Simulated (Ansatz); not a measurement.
# Nudged elastic band, with input and output: AlH4SeBrO2

System: AlH4SeBrO2.
Method: RKS PBE0-D4/def2-SVP (Ansatz 0.2.0).

One setting was made poor on purpose. It belongs to a series of runs on one base structure; here: band between the two ends. Figures and captions count atoms from 1; the log counts them from 0 in places.

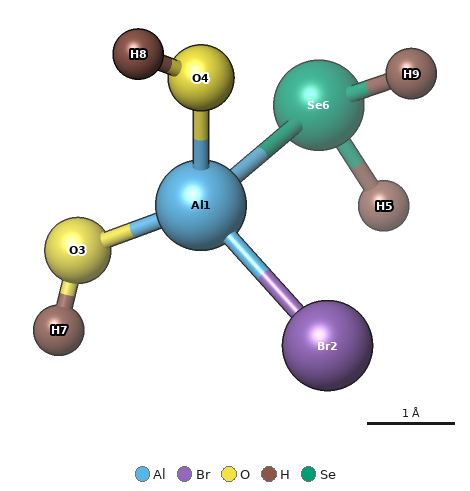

Figure 1. The structure as given in the input (ball-and-stick view, seen at a tilt; atoms are numbered from 1 in the order of the input). Sticks mark near contacts. Bond lengths as drawn: Al–Br 2.29 Å, Al–O 1.71 Å, Al–Se 2.62 Å, H–O 0.96 Å and H–Se 1.47 Å.

**Input**
```yaml
crystal:
  periodic: [false, false, false]
  atoms:
    - { symbol: Al, position_ang: [-0.417773, -0.25615, -0.424684] }
    - { symbol: Br, position_ang: [0.5442, -2.334339, -0.400054] }
    - { symbol: O, position_ang: [-0.322158, 0.613247, -1.894325] }
    - { symbol: O, position_ang: [-1.711298, 0.045796, 0.656569] }
    - { symbol: H, position_ang: [2.431844, 0.323903, 0.902447] }
    - { symbol: Se, position_ang: [1.180972, 1.045053, 1.188539] }
    - { symbol: H, position_ang: [0.049635, 0.236696, -2.693442] }
    - { symbol: H, position_ang: [-2.61237, 0.182302, 0.360832] }
    - { symbol: H, position_ang: [0.856947, 0.14349, 2.304219] }
basis:
  gaussian: { orbitals: def2-SVP }
hamiltonian:
  xc: pbe0
  dispersion: d4
neb:
  order_check: false
  images: 2
  f_tol: 0.05
  max_iterations: 60
  climbing: false
  final_atoms:
    - { symbol: Al, position_ang: [-0.43634141, -0.26272011, -0.4025708] }
    - { symbol: Br, position_ang: [0.1316145, -2.42270695, 0.10096927] }
    - { symbol: O, position_ang: [0.32562518, 0.47622497, -1.74645594] }
    - { symbol: O, position_ang: [-2.00011628, 0.24593788, 0.06670359] }
    - { symbol: H, position_ang: [2.35828757, 0.45138025, 0.54901269] }
    - { symbol: Se, position_ang: [1.175223, 1.0401058, 1.19431235] }
    - { symbol: H, position_ang: [-0.15882279, 0.74245146, -2.52952427] }
    - { symbol: H, position_ang: [-2.63920231, -0.35062971, 0.45958015] }
    - { symbol: H, position_ang: [1.24373153, 0.0799544, 2.30807395] }
  initial_path:
    images:
      - { positions_ang: [[-0.417773, -0.25615, -0.424684], [0.5442, -2.334339, -0.400054], [-0.322158, 0.613247, -1.894325], [-1.711298, 0.045796, 0.656569], [2.431844, 0.323903, 0.902447], [1.180972, 1.045053, 1.188539], [0.049635, 0.236696, -2.693442], [-2.61237, 0.182302, 0.360832], [0.856947, 0.14349, 2.304219]] }
      - { positions_ang: [[-0.46796633, -0.03662329, -0.48050577], [0.80133712, -2.32959779, -0.22960441], [-0.19078289, 0.55564066, -1.98459671], [-1.78473782, -0.04104721, 0.50227353], [1.9554272, -0.36502837, 0.7739143], [1.37069176, 1.15562964, 1.17157003], [0.12161578, 0.54619628, -2.84041376], [-2.61185877, -0.05780774, 0.74270285], [0.80627295, 0.57263583, 2.34476095]] }
      - { positions_ang: [[-0.4741558, -0.03881333, -0.47313471], [0.66380862, -2.35905378, -0.06259665], [0.02514483, 0.50996665, -1.93530702], [-1.88101058, 0.02566674, 0.30565173], [1.93090839, -0.32253595, 0.65610286], [1.36877543, 1.15398058, 1.17349448], [0.05212985, 0.71478143, -2.78577452], [-2.62080288, -0.23545164, 0.7756189], [0.93520113, 0.5514573, 2.34604593]] }
      - { positions_ang: [[-0.43634141, -0.26272011, -0.4025708], [0.1316145, -2.42270695, 0.10096927], [0.32562518, 0.47622497, -1.74645594], [-2.00011628, 0.24593788, 0.06670359], [2.35828757, 0.45138025, 0.54901269], [1.175223, 1.0401058, 1.19431235], [-0.15882279, 0.74245146, -2.52952427], [-2.63920231, -0.35062971, 0.45958015], [1.24373153, 0.0799544, 2.30807395]] }
```

Machine: 4 threads of Arm Neoverse N1, 16 GiB of memory available, shared host.

Launch command:
```bash
ansatz run input.yaml --threads 4 --pin off --max-ram 5120MiB --backend cpu --events-out ev --progress --plain --runs-dir out
```

**What the program printed**
```
Engine: ansatz 0.2.0, aarch64-unknown-linux-gnu
Functional definition: PBE0
  parameter a = 0.25
  parameter kappa = 0.804
  parameter beta = 0.06672455060314922
  exchange = (1 - a)*pbe_x(kappa = kappa, mu = beta*pi^2/3) + a*exact_x
  correlation = pbe_c(beta = beta)
1319 factors; integrals over basis functions are off by at most 3.1e-4 eV
mean field evaluation 1: about -146103.1799 eV, gradient 7.2e1 eV
mean field evaluation 2: about -146081.4708 eV, gradient 1.3e2 eV
mean field evaluation 4: about -146112.1793 eV, gradient 3.6e0 eV
mean field evaluation 8: about -146112.2165 eV, gradient 8.3e-2 eV
mean field -146112.21647955 eV, -5369.5249172061 hartree, gradient 3.2e-5 eV, S^2 0.000000; 0 other end points of the search recorded, 0 dependent functions left out
the calculation of the forces begins
reference -146112.21650855 eV, -5369.5249182718 hartree; 51, 51 occupied and 79, 79 virtual orbitals, 1319 factors
1319 factors; integrals over basis functions are off by at most 3.6e-4 eV
mean field evaluation 16: about -146103.1878 eV, gradient 7.1e1 eV
mean field -146112.21656168 eV, -5369.5249202243 hartree, gradient 3.9e-5 eV, S^2 0.000000; 0 other end points of the search recorded, 0 dependent functions left out
[... from here on the field's lines of each further geometry are left out, up to the last ...]
NEB iter   1: max|band force component| = 6.711e0 eV/Å  barrier→ = 1.3254 eV  barrier← = 1.3255 eV  Δτ_max = 0.2000 Å  (104 SCF iters)
NEB iter   2: max|band force component| = 1.113e0 eV/Å  barrier→ = 0.4219 eV  barrier← = 0.4221 eV  Δτ_max = 0.1995 Å  (66 SCF iters)
NEB iter   3: max|band force component| = 8.170e-1 eV/Å  barrier→ = 0.3554 eV  barrier← = 0.3556 eV  Δτ_max = 0.1989 Å  (58 SCF iters)
NEB iter   4: max|band force component| = 6.727e-1 eV/Å  barrier→ = 0.2536 eV  barrier← = 0.2537 eV  Δτ_max = 0.1994 Å  (57 SCF iters)
NEB iter   5: max|band force component| = 5.546e-1 eV/Å  barrier→ = 0.2655 eV  barrier← = 0.2657 eV  Δτ_max = 0.1999 Å  (56 SCF iters)
NEB iter   6: max|band force component| = 5.869e-1 eV/Å  barrier→ = 0.3193 eV  barrier← = 0.3194 eV  Δτ_max = 0.0998 Å  (56 SCF iters)
NEB iter   7: max|band force component| = 4.517e-1 eV/Å  barrier→ = 0.2273 eV  barrier← = 0.2274 eV  Δτ_max = 0.1023 Å  (56 SCF iters)
NEB iter   8: max|band force component| = 2.632e-1 eV/Å  barrier→ = 0.1898 eV  barrier← = 0.1899 eV  Δτ_max = 0.1006 Å  (55 SCF iters)
NEB iter   9: max|band force component| = 3.487e-1 eV/Å  barrier→ = 0.1391 eV  barrier← = 0.1392 eV  Δτ_max = 0.0499 Å  (56 SCF iters)
NEB iter  10: max|band force component| = 2.086e-1 eV/Å  barrier→ = 0.1032 eV  barrier← = 0.1033 eV  Δτ_max = 0.0503 Å  (56 SCF iters)
NEB iter  11: max|band force component| = 2.148e-1 eV/Å  barrier→ = 0.0802 eV  barrier← = 0.0804 eV  Δτ_max = 0.0499 Å  (55 SCF iters)
NEB iter  12: max|band force component| = 1.696e-1 eV/Å  barrier→ = 0.0665 eV  barrier← = 0.0667 eV  Δτ_max = 0.0500 Å  (56 SCF iters)
NEB iter  13: max|band force component| = 1.492e-1 eV/Å  barrier→ = 0.0706 eV  barrier← = 0.0708 eV  Δτ_max = 0.0497 Å  (56 SCF iters)
NEB iter  14: max|band force component| = 1.632e-1 eV/Å  barrier→ = 0.0654 eV  barrier← = 0.0655 eV  Δτ_max = 0.0250 Å  (56 SCF iters)
NEB iter  15: max|band force component| = 1.323e-1 eV/Å  barrier→ = 0.0599 eV  barrier← = 0.0600 eV  Δτ_max = 0.0250 Å  (57 SCF iters)
NEB iter  16: max|band force component| = 1.307e-1 eV/Å  barrier→ = 0.0530 eV  barrier← = 0.0531 eV  Δτ_max = 0.0251 Å  (57 SCF iters)
NEB iter  17: max|band force component| = 1.040e-1 eV/Å  barrier→ = 0.0468 eV  barrier← = 0.0469 eV  Δτ_max = 0.0251 Å  (57 SCF iters)
NEB iter  18: max|band force component| = 1.158e-1 eV/Å  barrier→ = 0.0450 eV  barrier← = 0.0452 eV  Δτ_max = 0.0250 Å  (55 SCF iters)
NEB iter  19: max|band force component| = 8.999e-2 eV/Å  barrier→ = 0.0417 eV  barrier← = 0.0419 eV  Δτ_max = 0.0506 Å  (57 SCF iters)
NEB iter  20: max|band force component| = 1.055e-1 eV/Å  barrier→ = 0.0443 eV  barrier← = 0.0444 eV  Δτ_max = 0.0249 Å  (56 SCF iters)
NEB iter  21: max|band force component| = 8.768e-2 eV/Å  barrier→ = 0.0406 eV  barrier← = 0.0408 eV  Δτ_max = 0.0251 Å  (57 SCF iters)
NEB iter  22: max|band force component| = 7.401e-2 eV/Å  barrier→ = 0.0372 eV  barrier← = 0.0373 eV  Δτ_max = 0.0503 Å  (58 SCF iters)
NEB iter  23: max|band force component| = 7.559e-2 eV/Å  barrier→ = 0.0327 eV  barrier← = 0.0328 eV  Δτ_max = 0.0499 Å  (56 SCF iters)
NEB iter  24: max|band force component| = 6.769e-2 eV/Å  barrier→ = 0.0278 eV  barrier← = 0.0279 eV  Δτ_max = 0.0501 Å  (58 SCF iters)
NEB iter  25: max|band force component| = 8.867e-2 eV/Å  barrier→ = 0.0252 eV  barrier← = 0.0253 eV  Δτ_max = 0.0251 Å  (56 SCF iters)
NEB iter  26: max|band force component| = 6.105e-2 eV/Å  barrier→ = 0.0225 eV  barrier← = 0.0227 eV  Δτ_max = 0.0251 Å  (57 SCF iters)
the calculation of the forces begins
reference -146112.19851007 eV, -5369.5242568397 hartree; 51, 51 occupied and 79, 79 virtual orbitals, 1319 factors
1319 factors; integrals over basis functions are off by at most 3.1e-4 eV
mean field evaluation 448: about -146083.6444 eV, gradient 1.2e2 eV
mean field -146112.19421089 eV, -5369.5240988477 hartree, gradient 7.7e-6 eV, S^2 0.000000; 1 other end points of the search recorded, 0 dependent functions left out
the calculation of the forces begins
reference -146112.19423976 eV, -5369.5240999089 hartree; 51, 51 occupied and 79, 79 virtual orbitals, 1319 factors
NEB iter  27: max|band force component| = 4.307e-2 eV/Å  barrier→ = 0.0228 eV  barrier← = 0.0230 eV  Δτ_max = 0.0000 Å  (111 SCF iters)
```

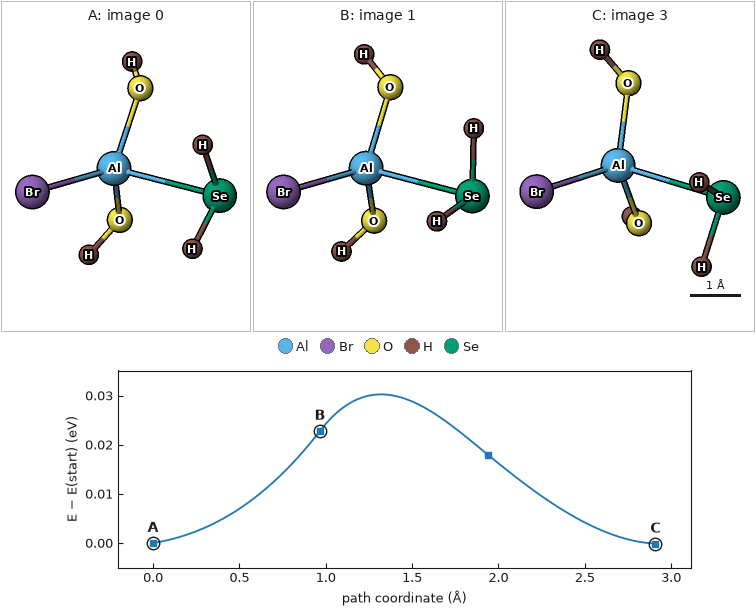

Figure 2. Images of the last band (counted from 0; ball-and-stick, seen at a tilt) above the energy along the path; the line is a cubic interpolation that uses the forces. The highest image is number 1, 0.023 eV above the start and 0.023 eV above the end; start and end have the same energy. The path is 2.91 Å long. The band converged in 27 iterations.

```
Total energy: -146112.41342650 eV, -5369.5321548728 hartree
Atom 0 at    -0.348507    -0.194440    -0.480102 Å, force     0.024005    -0.043972    -0.009435 eV/Å
Atom 1 at     0.510626    -2.322064    -0.557689 Å, force     0.002513     0.019323    -0.017493 eV/Å
Atom 2 at    -0.220601     0.733450    -1.906685 Å, force    -0.044215     0.044757    -0.008883 eV/Å
Atom 3 at    -1.616057     0.101771     0.635463 Å, force     0.011038    -0.002064     0.046559 eV/Å
Atom 4 at     2.276655    -0.130124     1.227722 Å, force     0.001176     0.002871    -0.019313 eV/Å
Atom 5 at     1.362800     1.015552     1.093407 Å, force    -0.011234    -0.004475    -0.000885 eV/Å
Atom 6 at    -0.044661     0.393003    -2.783640 Å, force     0.041228    -0.042971     0.014546 eV/Å
Atom 7 at    -2.513496    -0.204295     0.493874 Å, force    -0.007262     0.026687    -0.012130 eV/Å
Atom 8 at     0.593240     0.607144     2.277752 Å, force    -0.017250    -0.000157     0.007034 eV/Å
Dipole moment:     0.250744     0.231339     0.323816 e Å
this run last wrote the band of iteration 27 to [file]
```

**The last band as extended XYZ (Å, eV, eV/Å)**
```
9
Properties=species:S:1:pos:R:3:forces:R:3 image=0 energy=-146112.43623
Al   -0.4178   -0.2561   -0.4247   -0.0015   0.0032  -0.0044
Br    0.5442   -2.3343   -0.4001    0.0012   0.0118   0.0014
O    -0.3222    0.6132   -1.8943   -0.0022  -0.0052   0.0030
O    -1.7113    0.0458    0.6566    0.0231  -0.0073   0.0068
H     2.4318    0.3239    0.9024    0.0036   0.0009   0.0039
Se    1.1810    1.0451    1.1885   -0.0023  -0.0102  -0.0046
H     0.0496    0.2367   -2.6934   -0.0003  -0.0010   0.0002
H    -2.6124    0.1823    0.3608   -0.0249   0.0070  -0.0089
H     0.8569    0.1435    2.3042    0.0033   0.0010   0.0026
9
Properties=species:S:1:pos:R:3:forces:R:3 image=1 energy=-146112.41340
Al   -0.3485   -0.1944   -0.4801    0.0240  -0.0440  -0.0094
Br    0.5106   -2.3221   -0.5577    0.0025   0.0193  -0.0175
O    -0.2206    0.7335   -1.9067   -0.0442   0.0448  -0.0089
O    -1.6161    0.1018    0.6355    0.0110  -0.0021   0.0466
H     2.2767   -0.1301    1.2277    0.0012   0.0029  -0.0193
Se    1.3628    1.0156    1.0934   -0.0112  -0.0045  -0.0009
H    -0.0447    0.3930   -2.7836    0.0412  -0.0430   0.0145
H    -2.5135   -0.2043    0.4939   -0.0073   0.0267  -0.0121
H     0.5932    0.6071    2.2778   -0.0173  -0.0002   0.0070
9
Properties=species:S:1:pos:R:3:forces:R:3 image=2 energy=-146112.41826
Al   -0.4119   -0.1854   -0.4627   -0.0038  -0.0035  -0.0203
Br    0.2242   -2.3744   -0.2005   -0.0100  -0.0004   0.0115
O     0.1556    0.6539   -1.8403    0.0193   0.0006   0.0125
O    -1.8868    0.2595    0.2824   -0.0011  -0.0062  -0.0057
H     2.3734    0.0762    0.8822    0.0008   0.0103  -0.0182
Se    1.2916    1.0557    1.0717   -0.0098   0.0025   0.0071
H    -0.1487    0.4833   -2.7329    0.0015   0.0026   0.0037
H    -2.4797   -0.3884    0.6663   -0.0033   0.0011   0.0091
H     0.8823    0.4195    2.3339    0.0064  -0.0071   0.0003
9
Properties=species:S:1:pos:R:3:forces:R:3 image=3 energy=-146112.43637
Al   -0.4363   -0.2627   -0.4026   -0.0152  -0.0207  -0.0027
Br    0.1316   -2.4227    0.1010    0.0022   0.0017   0.0015
O     0.3256    0.4762   -1.7465    0.0074   0.0011   0.0072
O    -2.0001    0.2459    0.0667    0.0016   0.0034   0.0017
H     2.3583    0.4514    0.5490    0.0011   0.0030   0.0003
Se    1.1752    1.0401    1.1943    0.0121   0.0069   0.0044
H    -0.1588    0.7425   -2.5295   -0.0032   0.0054  -0.0073
H    -2.6392   -0.3506    0.4596   -0.0004   0.0009  -0.0007
H     1.2437    0.0800    2.3081   -0.0056  -0.0015  -0.0044
```

**Summary**

| quantity | value |
| --- | --- |
| outcome | converged |
| barrier, forward | 0.023 eV |
| barrier, backward | 0.023 eV |
| wall time | 4 min (CPU time 15 min) |
| peak memory | 0.38 GiB |

**Notes**

A deliberately poor setting: few images. The order of the saddle point was not checked.
